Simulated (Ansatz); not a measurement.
System: CH4BF.

The calculation's input:

```
crystal:
  periodic: [false, false, false]
  atoms:
    - { symbol: B, position_ang: [0.120695, 0.001908, 0.121786] }
    - { symbol: H, position_ang: [0.153495, 0.007543, 1.319543] }
    - { symbol: F, position_ang: [1.304251, -0.012311, -0.467675] }
    - { symbol: C, position_ang: [-1.190803, 0.004772, -0.718463] }
    - { symbol: H, position_ang: [-1.773338, -0.904806, -0.489187] }
    - { symbol: H, position_ang: [-1.832257, 0.847372, -0.409571] }
    - { symbol: H, position_ang: [-1.020344, 0.055521, -1.803333] }
basis:
  gaussian: { orbitals: def2-SVP }
hamiltonian:
  xc: pbe0
  dispersion: d4
relax:
  f_tol: 0.03
  max_steps: 50
output:
  orbitals: {}
```

Command:

```sh
ansatz run input.yaml --threads 1 --pin off --max-ram 2048MiB --backend cpu --events-out ev --progress --plain --runs-dir out
```

The fields are those of the run's last geometry, not of the input's.

Method: RKS PBE0-D4/def2-SVP in Ansatz.

### What can the converged electron density and electron localisation function tell about the bonding?

B–F (1.33 Å): ρ is about 2.2 e/Å³ halfway; the ELF peaks at about 0.85 between the atoms; a polar covalent bond.
C–B (1.56 Å): ρ at the midpoint is about 1.5 e/Å³; the ELF peaks at about 1 between the atoms: localised, covalent bonding.
C–H (1.10 Å): ρ is about 1.9 e/Å³ halfway; the ELF climbs to about 1 towards the hydrogen, as it does in any bond to H: an ordinary covalent bond to hydrogen.
B–H (1.21 Å): ρ is about 1.2 e/Å³ halfway; the ELF climbs to about 1 towards the hydrogen: an ordinary covalent bond to hydrogen.

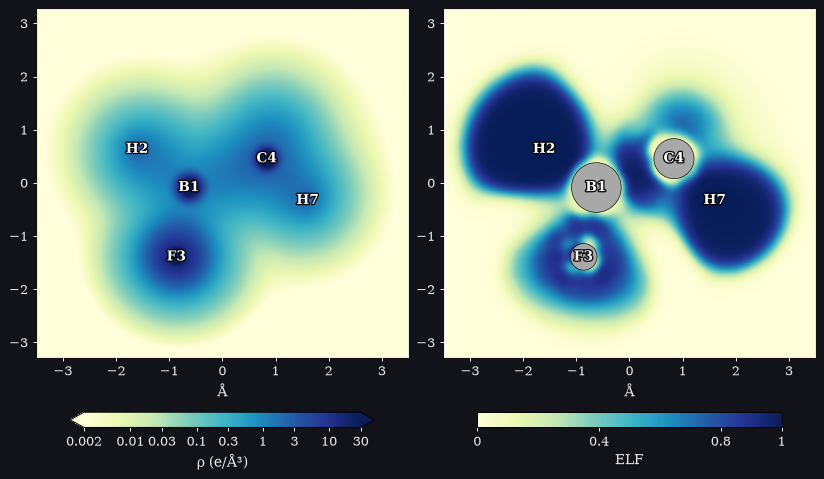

Computed electron density and electron localisation function on the plane of atoms H2, B1 and F3, in this order. Grey discs cover the atomic cores in the ELF map. 
